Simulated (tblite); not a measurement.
## Geometry relaxation of C7H12Si2 (part 2 of 2)

C7H12Si2; GFN2-xTB geometry optimisation, gas phase (tblite 0.8.0). It belongs to a series of runs on one base structure; here: H on C replaced by ethynyl.

Geometry of the input (Å):
```
C  -2.0581  2.1540  -0.8595
C  -1.5351  1.0798  -1.0091
C  -0.8579  -0.2273  -1.1480
C  -1.4470  -1.2168  -0.2482
C  -0.8093  -1.2662  1.0900
Si 0.9651  -0.8041  0.7371
Si 1.7595  0.6459  2.2138
C  0.5757  -0.0175  -0.8845
C  1.5000  0.5896  -1.6196
H  -2.5299  3.1006  -0.7189
H  -0.9881  -0.5663  -2.2030
H  -1.3498  -2.2362  -0.7135
H  -2.5566  -1.0333  -0.1625
H  -0.8866  -2.2280  1.6216
H  -1.2505  -0.4434  1.7265
H  1.7874  -1.9992  0.6063
H  1.7913  -0.0488  3.5169
H  0.9417  1.8487  2.2251
H  3.1445  0.9799  1.8093
H  1.2752  1.0566  -2.5725
H  2.5195  0.6490  -1.2530
```

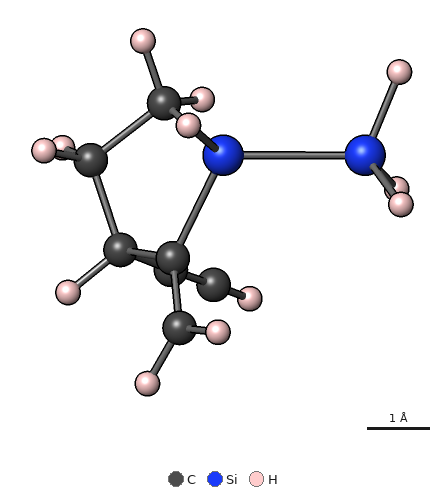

*The geometry at step 110 of the log (ball-and-stick view, seen at a tilt).*

**Trajectory as extended XYZ, continued**
```
21
Properties=species:S:1:pos:R:3:forces:R:3 step=69 energy=-665.24486
C    -2.0239    2.0992   -0.6305   -0.0030  -0.0070  -0.0010
C    -1.5135    1.0569   -0.9236    0.0050   0.0040   0.0020
C    -0.8670   -0.2043   -1.2418   -0.0140   0.0100   0.0040
C    -1.4501   -1.3322   -0.3780    0.0110   0.0170  -0.0030
C    -0.9227   -1.1730    1.0454    0.0270  -0.0010   0.0060
Si    0.9292   -0.7511    0.8163   -0.0100  -0.0010   0.0340
Si    1.8537    0.7197    2.3360   -0.0090  -0.0070  -0.0130
C     0.6078   -0.0710   -0.9214   -0.0220   0.0000   0.0070
C     1.4699    0.4874   -1.7553    0.0020   0.0010   0.0040
H    -2.4891    3.0095   -0.3936    0.0110  -0.0100  -0.0010
H    -1.0211   -0.4123   -2.3076   -0.0020   0.0080   0.0100
H    -1.1157   -2.2891   -0.7852   -0.0020  -0.0040  -0.0050
H    -2.5418   -1.3108   -0.4069   -0.0090  -0.0070  -0.0100
H    -1.1158   -2.0699    1.6312   -0.0040   0.0020  -0.0010
H    -1.4472   -0.3499    1.5342    0.0050  -0.0100   0.0020
H     1.6679   -2.0239    0.6556    0.0020   0.0020  -0.0010
H     1.9221    0.1336    3.6778   -0.0120   0.0040  -0.0040
H     1.1252    1.9843    2.4571   -0.0030  -0.0020   0.0010
H     3.2310    1.0534    1.9672    0.0030   0.0050  -0.0090
H     1.1840    0.8566   -2.7293   -0.0080   0.0100  -0.0160
H     2.5082    0.6040   -1.4932    0.0310  -0.0140  -0.0060
21
Properties=species:S:1:pos:R:3:forces:R:3 step=83 energy=-665.24597
C    -2.0304    2.0981   -0.6026    0.0030   0.0070   0.0000
C    -1.5059    1.0660   -0.9061    0.0020  -0.0080   0.0030
C    -0.8619   -0.1926   -1.2366    0.0120   0.0060  -0.0020
C    -1.4463   -1.3261   -0.3819   -0.0010   0.0000  -0.0050
C    -0.9205   -1.1758    1.0435   -0.0070  -0.0050  -0.0090
Si    0.9312   -0.7582    0.8181    0.0120  -0.0020  -0.0200
Si    1.8405    0.7294    2.3278    0.0080   0.0020   0.0050
C     0.6155   -0.0771   -0.9217    0.0110   0.0210   0.0070
C     1.4814    0.4673   -1.7621   -0.0060  -0.0070   0.0030
H    -2.5008    3.0032   -0.3573    0.0090   0.0000   0.0020
H    -1.0177   -0.3904   -2.3037   -0.0170   0.0050  -0.0020
H    -1.1093   -2.2796   -0.7959   -0.0080  -0.0010   0.0040
H    -2.5383   -1.3058   -0.4156    0.0030  -0.0060   0.0060
H    -1.1200   -2.0734    1.6257    0.0020  -0.0070  -0.0030
H    -1.4417   -0.3522    1.5349   -0.0030  -0.0070   0.0000
H     1.6738   -2.0295    0.6615   -0.0050   0.0090   0.0050
H     1.9026    0.1501    3.6731    0.0030   0.0080  -0.0040
H     1.1047    1.9903    2.4429   -0.0020  -0.0020  -0.0060
H     3.2166    1.0678    1.9560   -0.0090   0.0020   0.0070
H     1.1907    0.8461   -2.7323    0.0130  -0.0140   0.0110
H     2.5267    0.5593   -1.5132   -0.0210   0.0000  -0.0020
21
Properties=species:S:1:pos:R:3:forces:R:3 step=97 energy=-665.24787
C    -2.0134    2.1175   -0.5433    0.0150  -0.0080   0.0050
C    -1.4954    1.0849   -0.8570    0.0000   0.0090   0.0010
C    -0.8647   -0.1701   -1.2256    0.0060   0.0110  -0.0100
C    -1.4445   -1.3239   -0.3954    0.0080   0.0070  -0.0130
C    -0.9179   -1.2015    1.0322    0.0040   0.0060   0.0000
Si    0.9305   -0.7590    0.8184    0.0020   0.0090   0.0000
Si    1.8151    0.7575    2.3156   -0.0130   0.0020  -0.0040
C     0.6168   -0.0827   -0.9233    0.0000   0.0130  -0.0040
C     1.4956    0.4176   -1.7768    0.0050  -0.0040  -0.0030
H    -2.4758    3.0224   -0.2819    0.0120  -0.0090   0.0060
H    -1.0377   -0.3333   -2.2961    0.0010  -0.0180  -0.0010
H    -1.1002   -2.2645   -0.8311   -0.0110  -0.0200  -0.0010
H    -2.5365   -1.3115   -0.4278   -0.0020   0.0040   0.0050
H    -1.1068   -2.1145    1.5941   -0.0020   0.0010  -0.0030
H    -1.4471   -0.3945    1.5414   -0.0100  -0.0030   0.0160
H     1.6905   -2.0196    0.6749    0.0070  -0.0070  -0.0050
H     1.8776    0.2056    3.6718   -0.0050   0.0000   0.0020
H     1.0526    2.0050    2.3954    0.0010   0.0080   0.0060
H     3.1886    1.1159    1.9546   -0.0030  -0.0010  -0.0060
H     1.2210    0.7849   -2.7554   -0.0230  -0.0020   0.0010
H     2.5429    0.4809   -1.5305    0.0080   0.0010   0.0080
21
Properties=species:S:1:pos:R:3:forces:R:3 step=110 energy=-665.25007
C    -1.9568    2.1290   -0.4491    0.0080  -0.0150  -0.0050
C    -1.4662    1.1002   -0.8144    0.0030   0.0040   0.0040
C    -0.8592   -0.1533   -1.2239   -0.0020  -0.0220   0.0000
C    -1.4463   -1.3169   -0.4126   -0.0070  -0.0150   0.0120
C    -0.9152   -1.2319    1.0172   -0.0050  -0.0040  -0.0020
Si    0.9255   -0.7499    0.8191    0.0010  -0.0170  -0.0150
Si    1.7621    0.8063    2.3021    0.0070  -0.0010   0.0030
C     0.6242   -0.0934   -0.9311   -0.0130   0.0020   0.0140
C     1.5117    0.3584   -1.8012    0.0180   0.0060  -0.0260
H    -2.4023    3.0298   -0.1489    0.0070   0.0110   0.0060
H    -1.0446   -0.2939   -2.2950   -0.0080   0.0050  -0.0130
H    -1.1166   -2.2544   -0.8671    0.0060   0.0040  -0.0060
H    -2.5382   -1.2933   -0.4388   -0.0030   0.0100   0.0010
H    -1.0824   -2.1708    1.5425   -0.0010   0.0070   0.0090
H    -1.4609   -0.4594    1.5615    0.0020   0.0020  -0.0050
H     1.7134   -1.9947    0.6795    0.0070   0.0030   0.0190
H     1.8226    0.2806    3.6690   -0.0020  -0.0020  -0.0010
H     0.9864    2.0466    2.3575   -0.0090   0.0050  -0.0020
H     3.1324    1.1741    1.9375   -0.0010   0.0030   0.0080
H     1.2397    0.7017   -2.7892   -0.0070   0.0140   0.0000
H     2.5616    0.4021   -1.5605   -0.0020   0.0000  -0.0020
21
Properties=species:S:1:pos:R:3:forces:R:3 step=124 energy=-665.25147
C    -1.9056    2.1349   -0.4012    0.0080  -0.0080  -0.0050
C    -1.4416    1.1022   -0.7899   -0.0070   0.0130   0.0010
C    -0.8588   -0.1547   -1.2241   -0.0020   0.0020   0.0010
C    -1.4523   -1.3197   -0.4197    0.0040  -0.0030   0.0070
C    -0.9096   -1.2519    1.0069    0.0010  -0.0010   0.0040
Si    0.9282   -0.7532    0.8127    0.0040   0.0010   0.0000
Si    1.7281    0.8303    2.2906   -0.0030   0.0000  -0.0010
C     0.6278   -0.1113   -0.9433    0.0060   0.0010  -0.0050
C     1.5120    0.3360   -1.8200   -0.0050   0.0050   0.0010
H    -2.3267    3.0411   -0.0813    0.0070  -0.0040   0.0010
H    -1.0584   -0.2788   -2.2950    0.0020   0.0050  -0.0030
H    -1.1374   -2.2560   -0.8868    0.0050   0.0030   0.0020
H    -2.5444   -1.2813   -0.4366    0.0100  -0.0020  -0.0010
H    -1.0667   -2.1989    1.5206   -0.0080   0.0090   0.0110
H    -1.4564   -0.4898    1.5647    0.0020  -0.0070   0.0030
H     1.7433   -1.9832    0.7134   -0.0050  -0.0050  -0.0120
H     1.7806    0.3162    3.6624   -0.0050  -0.0030   0.0000
H     0.9343    2.0603    2.3296   -0.0040  -0.0040  -0.0050
H     3.0982    1.2157    1.9433   -0.0040   0.0030   0.0010
H     1.2323    0.6888   -2.8026    0.0000  -0.0050  -0.0020
H     2.5645    0.3702   -1.5894   -0.0060   0.0010   0.0010
21
Properties=species:S:1:pos:R:3:forces:R:3 step=138 energy=-665.25227
C    -1.8628    2.1425   -0.3631    0.0010   0.0000   0.0020
C    -1.4242    1.1052   -0.7685    0.0040  -0.0010  -0.0010
C    -0.8575   -0.1530   -1.2199   -0.0020   0.0010  -0.0030
C    -1.4487   -1.3218   -0.4196    0.0030   0.0030  -0.0020
C    -0.9026   -1.2595    1.0056    0.0050   0.0000   0.0030
Si    0.9344   -0.7602    0.8053    0.0010  -0.0020  -0.0040
Si    1.6975    0.8433    2.2793    0.0010  -0.0030   0.0030
C     0.6314   -0.1196   -0.9504   -0.0070  -0.0010  -0.0010
C     1.5118    0.3207   -1.8341   -0.0020  -0.0020  -0.0010
H    -2.2643    3.0514   -0.0268   -0.0010  -0.0010  -0.0020
H    -1.0669   -0.2660   -2.2901   -0.0020   0.0010  -0.0010
H    -1.1321   -2.2547   -0.8920   -0.0010  -0.0030   0.0010
H    -2.5406   -1.2853   -0.4343    0.0010  -0.0010  -0.0010
H    -1.0603   -2.2065    1.5188   -0.0020  -0.0040   0.0020
H    -1.4463   -0.4984    1.5676   -0.0010   0.0040   0.0000
H     1.7508   -1.9888    0.7035    0.0000   0.0020  -0.0020
H     1.7350    0.3360    3.6538    0.0000   0.0020   0.0090
H     0.8789    2.0572    2.2938   -0.0050   0.0040   0.0030
H     3.0647    1.2539    1.9523    0.0040  -0.0010  -0.0010
H     1.2271    0.6700   -2.8165    0.0010   0.0030  -0.0010
H     2.5657    0.3504   -1.6104    0.0010  -0.0010  -0.0020
```

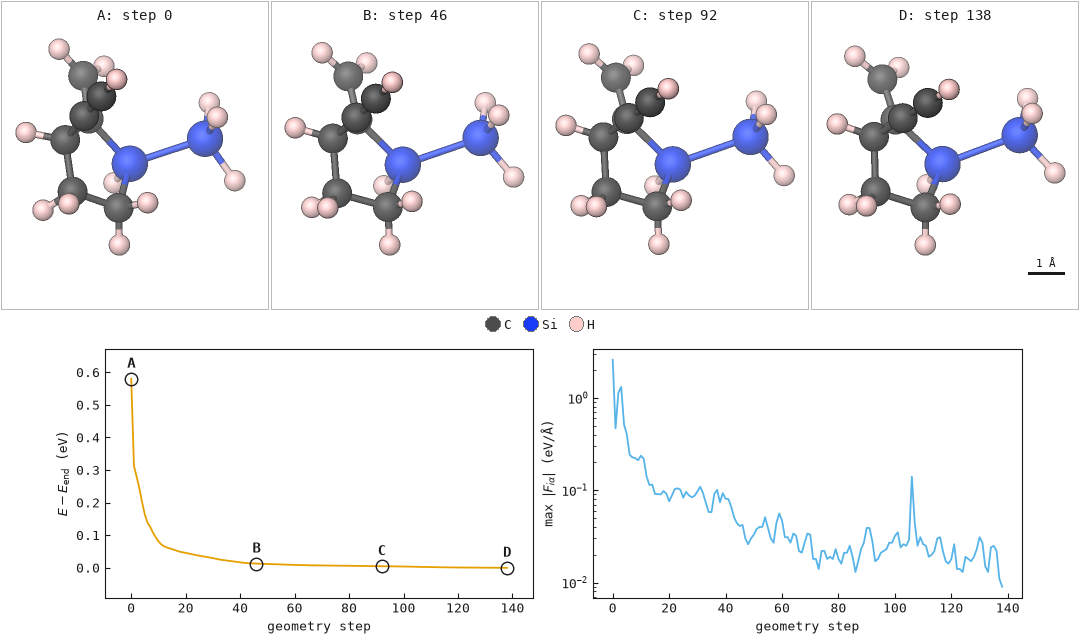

*Frames of the relaxation (ball-and-stick view, seen at a tilt) above the curves, on which the letters mark them (steps are counted from 0).*

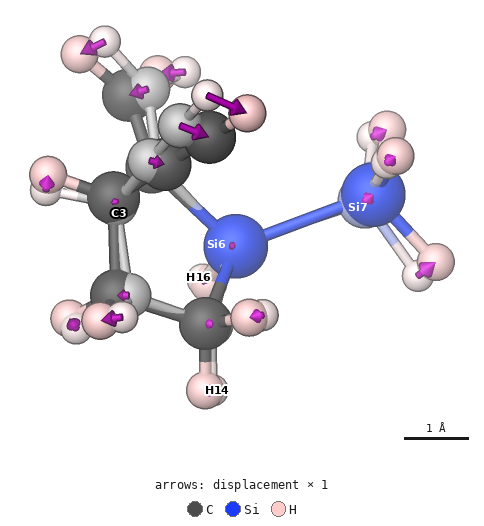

*Start (faint) and end (solid) with the displacements as pink arrows, at true length (ball-and-stick view, seen at a tilt). The two geometries are laid on each other by the best rigid fit.*

Over 138 geometry steps the energy falls by 0.580 eV. The largest force component goes from 2.6 to 0.009 eV/Å. The largest move after the best rigid fit is that of H10, 0.73 Å. By element the largest moves are H 0.73 Å, C 0.53 Å, Si 0.23 Å. Among the contacts that change: Si6–Si7 2.217 → 2.308 Å, C3–C4 1.461 → 1.535 Å, Si6–C8 1.844 → 1.893 Å, C5–Si6 1.867 → 1.914 Å. Among the angles that change: C3–C8–C9 130.1° → 122.9°, Si6–C8–C9 122.3° → 128.7°, H17–Si7–H18 113.2° → 107.0°. (Atoms are counted from 1 in the order of the input.)
